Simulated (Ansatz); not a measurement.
**BCl (SMILES [B]Cl) at 5 levels**

Wanted: a comparison of 5 runs (HF/STO-3G, B2PLYP/STO-3G, PBE/STO-3G, revPBE/STO-3G, UCCSD(T)/STO-3G) of BCl. 

The results are computed with Ansatz 0.2.0.

41 further runs of the same task are left out: 1 that didn't finish, 40 set aside as unsound or not needed.

## (1) Starting point

The species is BCl (2 atoms), meant as a singlet with charge 0. SMILES: `[B]Cl`. The Cl2–B1 distance was set to 3.946 Å, away from the relaxed value.

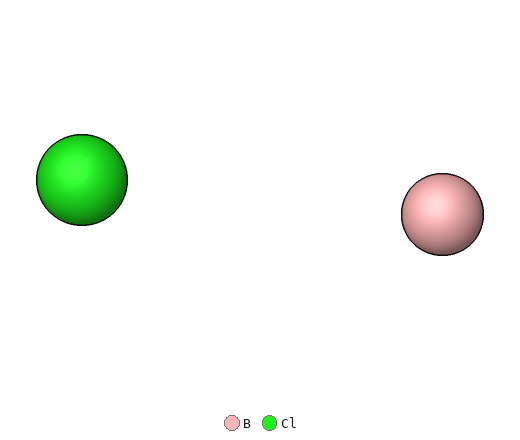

The structure, seen from a chosen angle (boron pink, chlorine green).

## (2) The energy at HF/STO-3G (run 1)

in.yaml

```yaml
basis:
  gaussian:
    orbitals: STO-3G
crystal:
  periodic: [false, false, false]
  atoms:
    - {symbol: B, position_ang: [0.000000, 0.000000, -2.367770]}
    - {symbol: Cl, position_ang: [0.000000, 0.000000, 1.578530]}
hamiltonian:
  xc: hf
accuracy: high
```

Command:

```
ansatz run in.yaml --threads 1 --pin off --max-ram 2610MiB --events-out events.jsonl --progress --plain --runs-dir runs
```

The program printed:

```text
Warning: RAYON_NUM_THREADS=1 ignored (pool sized by the plan → 1); use --threads N
Functional definition: HF
  name "HF"
  exchange = exact_x
  correlation = 0
204 factors; integrals over basis functions are off by at most 6.5e-9 eV
mean field evaluation 1: about -13022.3697 eV, gradient 2.2e0 eV
mean field evaluation 2: about -13022.3716 eV, gradient 2.2e0 eV
mean field evaluation 4: about -13023.1024 eV, gradient 1.4e0 eV
mean field evaluation 8: about -13023.2059 eV, gradient 1.3e-2 eV
mean field evaluation 16: about -12961.1930 eV, gradient 1.0e2 eV
mean field evaluation 32: about -13023.1006 eV, gradient 8.5e-1 eV
mean field -13023.20549675 eV, -478.5939745599 hartree, gradient 2.3e-8 eV, S^2 0.000000; 0 other end points of the search recorded, 0 dependent functions left out
reference -13023.20549675 eV, -478.5939745599 hartree; 11, 11 occupied and 3, 3 virtual orbitals, 204 factors
Total energy: -13023.20549675 eV, -478.5939745599 hartree
```

Run time: 0.08 s. Hardware: 1 thread of Intel Xeon Platinum 8375C at 2.90GHz (Ice Lake), shared host.

## (3) A single-point energy at B2PLYP/STO-3G (run 2)

input.yaml

```yaml
crystal:
  periodic: [false, false, false]
  atoms:
    - {symbol: B, position_ang: [0.000000, 0.000000, -2.367770]}
    - {symbol: Cl, position_ang: [0.000000, 0.000000, 1.578530]}
basis:
  gaussian:
    orbitals: STO-3G
accuracy: high
hamiltonian:
  xc: {name: B2PLYP}
correlation:
  frozen_orbitals: {B: 1, Cl: 5}
```

Command:

```
ansatz run input.yaml --threads 1 --pin off --max-ram 2610MiB --events-out events.jsonl --progress --plain --runs-dir runs
```

The program printed, cut to the lines that bear on the results:

```text
Warning: RAYON_NUM_THREADS=1 ignored (pool sized by the plan → 1); use --threads N
Functional definition: B2PLYP
  name "B2PLYP"
[...]
204 factors; integrals over basis functions are off by at most 6.5e-9 eV
[...]
mean field -13038.76548843 eV, -479.1657937070 hartree, gradient 1.3e-9 eV, S^2 0.000000; 4 other end points of the search recorded, 0 dependent functions left out; unrestricted orbitals would lower it
6 core orbitals not correlated: weight in the atoms' cores, before any rotation towards them, 1.000 or more for the frozen orbitals, at most 0.000 for the correlated occupied ones
reference -13038.76550527 eV, -479.1657943260 hartree; 5, 5 occupied and 3, 3 virtual orbitals, 204 factors
second order -4.97286012 eV of doubles, -0.00000000 eV of singles
Total energy: -13040.10817750 eV, -479.2151366204 hartree
```

Run time: 0.73 s. Hardware: 1 thread of Intel Xeon Platinum 8375C at 2.90GHz (Ice Lake), shared host.

Run 3 isn't shown in full; the table further down has it.

## (4) The energy at revPBE/STO-3G (run 4)

run.yaml

```yaml
crystal:
  periodic: [false, false, false]
  atoms:
    - symbol: B
      position_ang: [0.000000, 0.000000, -2.367770]
    - symbol: Cl
      position_ang: [0.000000, 0.000000, 1.578530]
basis:
  gaussian: {orbitals: STO-3G}
hamiltonian: {xc: {name: revPBE}}
accuracy: high
```

Command:

```
ansatz run run.yaml --threads 1 --pin off --max-ram 2610MiB --events-out events.jsonl --progress --plain --runs-dir runs
```

The program printed:

```text
Warning: RAYON_NUM_THREADS=1 ignored (pool sized by the plan → 1); use --threads N
Functional definition: revPBE
  name "revPBE"
  parameter kappa = 1.245
  parameter beta = 0.06672455060314922
  exchange = pbe_x(kappa = kappa, mu = beta*pi^2/3)
  correlation = pbe_c(beta = beta)
204 factors; integrals over basis functions are off by at most 6.5e-9 eV
mean field evaluation 1: about -13039.3955 eV, gradient 2.7e0 eV
mean field evaluation 2: about -12747.6172 eV, gradient 2.7e1 eV
mean field evaluation 4: about -12747.7458 eV, gradient 2.7e1 eV
mean field evaluation 8: about -13043.4531 eV, gradient 5.1e-1 eV
mean field evaluation 16: about -13043.4730 eV, gradient 9.3e-9 eV
mean field evaluation 32: about -12945.4374 eV, gradient 9.1e1 eV
mean field evaluation 64: about -13043.3792 eV, gradient 6.4e-1 eV
mean field -13043.47301515 eV, -479.3387921231 hartree, gradient 9.3e-9 eV, S^2 0.000000; 3 other end points of the search recorded, 0 dependent functions left out
reference -13043.47301734 eV, -479.3387922035 hartree; 11, 11 occupied and 3, 3 virtual orbitals, 204 factors
Total energy: -13043.47301734 eV, -479.3387922035 hartree
```

Wall time 0.82 s (1 thread of Intel Xeon Platinum 8375C at 2.90GHz (Ice Lake), shared host).

## (5) The energy at UCCSD(T)/STO-3G (run 5)

in.yaml

```yaml
crystal:
  periodic: [false, false, false]
  atoms:
    - symbol: B
      position_ang: [0.000000, 0.000000, -2.367770]
    - symbol: Cl
      position_ang: [0.000000, 0.000000, 1.578530]
basis:
  gaussian: {orbitals: STO-3G}
magnetization: {spin_polarized: true}
correlation: {method: ccsd_t, frozen_orbitals: {B: 1, Cl: 5}}
accuracy: high
scf: {omitted_lower_state_checks: [cluster_reference, increment]}
```

Command:

```
ansatz run in.yaml --threads 1 --pin off --max-ram 2610MiB --events-out events.jsonl --progress --plain --runs-dir runs
```

The program printed:

```text
Warning: RAYON_NUM_THREADS=1 ignored (pool sized by the plan → 1); use --threads N
[... 18 lines left out ...]
6 core orbitals not correlated: weight in the atoms' cores, before any rotation towards them, 1.000 or more for the frozen orbitals, at most 0.000 for the correlated occupied ones
[... 91 lines left out ...]
WARN: these amplitudes may be one of several solutions (largest doubles amplitude 0.96, level shift 0.00 eV)
Total energy: -13026.98181701 eV, -478.7327517698 hartree
Checks for a lower state left out: cluster_reference, increment
```

It took 0.6 s on 1 thread of Intel Xeon Platinum 8375C at 2.90GHz (Ice Lake), shared host.

## (6) All runs side by side

| run | level | frozen core orbitals | energy (Eh) | wall time |
| --- | --- | --- | --- | --- |
| 1 | HF/STO-3G | – | -478.593975 | 0.08 s |
| 2 | B2PLYP/STO-3G | 6 | -479.215137 | 0.73 s |
| 3 | PBE/STO-3G | – | -479.173843 | 0.82 s |
| 4 | revPBE/STO-3G | – | -479.338792 | 0.82 s |
| 5 | UCCSD(T)/STO-3G | 6 | -478.732752 | 0.6 s |

## (7) Outcome

| quantity | value |
| --- | --- |
| run 5: total energy | -478.73275 Eh |
| run 5: correlation energy (6 core orbitals frozen) | -40.7 mEh |
| run 5: (T) correction | -0.01 mEh |
| run 5: ⟨S²⟩ of the reference determinant | 0.995 |
| run 5: T1 diagnostic | 0.025 |

In words: Totals of different functionals can't be ranked against each other. In run 2 the log says that unrestricted orbitals would lower the reference, so the values rest on an unstable closed-shell determinant (other closed-shell runs at this shape may share the fault). In runs 1, 2, 3, 4, 5 the basis is minimal, so the values are rough. Spin contamination of the reference: run 5 ⟨S²⟩ = 0.99. Where it is this large, the reference is a mixture of spin states, and values that rest on it are in doubt. All runs together took 3 s, the longest 0.82 s.
